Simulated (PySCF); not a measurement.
# UM06-2X/STO-3G run of AlO (oxoaluminum)

What is the vertical ionisation energy of AlO (oxoaluminum) at UM06-2X/STO-3G? The job is set up through a Python script.

The results are computed with PySCF 2.14.0.

33 further runs of the same task are left out: 8 that didn't finish, 25 set aside as unsound or not needed.

## 1. The molecule

AlO: 2 atoms, total charge 0, spin state doublet. As SMILES, `[O]=[Al]`. The shape comes from GFN2-xTB, which is rough for such elements, and wasn't checked as a minimum.

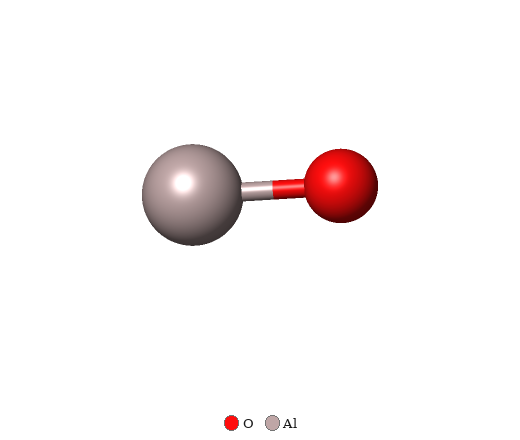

The structure, seen from a chosen angle (oxygen red, aluminium light grey).

## 2. The energy at UM06-2X/STO-3G

File input.py:

```python
from pyscf import gto, dft

mol = gto.M(
    atom='''
O      0.000000     0.000000     0.000000
Al     0.000000     0.000000     2.966965
''',
    verbose=3,
    basis='sto-3g',
    max_memory=1860,
    unit='bohr',
    spin=1,
)

mf = dft.UKS(mol, xc='m06-2x')
mf.grids.level = 5
mf.conv_tol = 1e-10
mf.kernel()
if not mf.converged:
    mf = mf.newton().run(mf.mo_coeff, mf.mo_occ)

e_final = mf.e_tot
print('Final energy', e_final)
```

Launch:

```console
$ OMP_NUM_THREADS=1 python input.py
```

The log of the run:

```text
converged SCF energy = -313.587888492329  <S^2> = 0.76008444  2S+1 = 2.0100591
Final energy -313.5878884923289
```

Run time: 3.3 s. Hardware: 1 thread of Arm Neoverse V1, shared host; peak memory 0.18 GiB.

## 3. The singlet cation at the same level

File run.py:

```python
from pyscf import gto, dft

molecule = gto.Mole()
molecule.atom = [
    ('O', (0.000000, 0.000000, 0.000000)),
    ('Al', (0.000000, 0.000000, 1.570050)),
]
molecule.charge = 1
molecule.verbose = 3
molecule.basis = 'sto-3g'
molecule.max_memory = 1860
molecule.build()

myscf = dft.RKS(molecule)
myscf.xc = 'm06-2x'
myscf.conv_tol = 1e-10
myscf.grids.level = 5
myscf.kernel()
if not myscf.converged:
    myscf = myscf.newton().run(myscf.mo_coeff, myscf.mo_occ)

e_tot = myscf.e_tot
print('E(%s) = %.9f' % ('M06-2X', e_tot))
```

Launch:

```console
$ OMP_NUM_THREADS=1 python run.py
```

The log of the run:

```text
converged SCF energy = -313.353848842171
E(M06-2X) = -313.353848842
```

Wall time 1.9 s (1 thread of Arm Neoverse V1, shared host); peak memory 0.16 GiB.

## 4. Results

Level: UM06-2X/STO-3G.

| quantity | value |
| --- | --- |
| doublet AlO: total energy | -313.58789 Eh |
| doublet AlO: dipole moment | 2.68 D |
| doublet AlO: HOMO energy (highest over α and β) | -3.83 eV |
| doublet AlO: LUMO energy (lowest over α and β) | 2.92 eV |
| doublet AlO: ⟨S²⟩ | 0.760 |
| singlet cation: total energy | -313.35385 Eh |
| singlet cation: HOMO energy | -14.57 eV |
| singlet cation: LUMO energy | -8.78 eV |
| singlet cation: HOMO–LUMO gap | 5.79 eV |
| vertical ionisation energy (to the singlet cation) | 6.369 eV |

In words: The vertical ionisation energy comes to 6.37 eV (147 kcal/mol). Only the singlet of the ionised species was computed; a triplet could lie lower. In a minimal basis such a difference can be off by several eV, whatever the method.
